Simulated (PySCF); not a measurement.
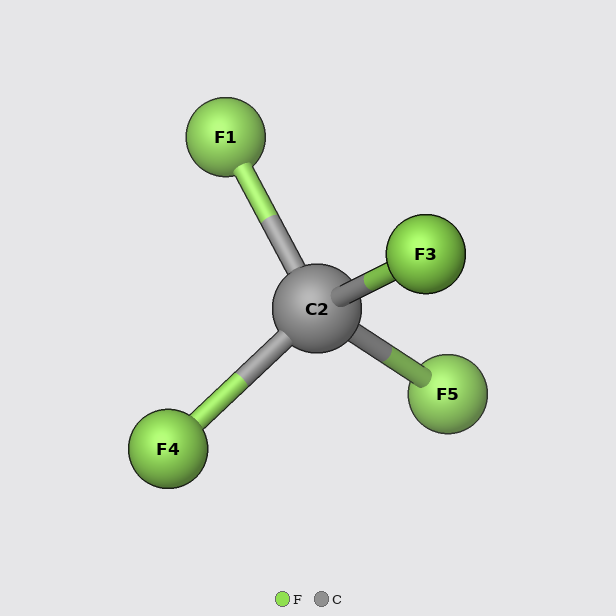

The geometry was computed by an optimisation with PBE0-D3(BJ)/def2-SVP. No frequency run is at hand to confirm it as a minimum. Properties computed with B3LYP/pcJ-1 indirect spin-spin coupling, non-relativistic, gas phase (PySCF 2.14.0). Isotopes: 13C, 19F.

Give the spin–spin coupling constants of these pairs, with the number of bonds between them: C2/F4, C2/F3, C2/F5, F1/F3, F1/F4, F1/F5, F3/F4, F3/F5, F4/F5.

```tsv
pair	bonds apart	J (Hz)
C2, F4	1	−348.2
C2, F3	1	−348.5
C2, F5	1	−348.4
F1, F3	2	−36.2
F1, F4	2	−35.6
F1, F5	2	−36.3
F3, F4	2	−35.9
F3, F5	2	−36.2
F4, F5	2	−36.1
```

Density functionals are unreliable for couplings to fluorine, so those rows may be far off.
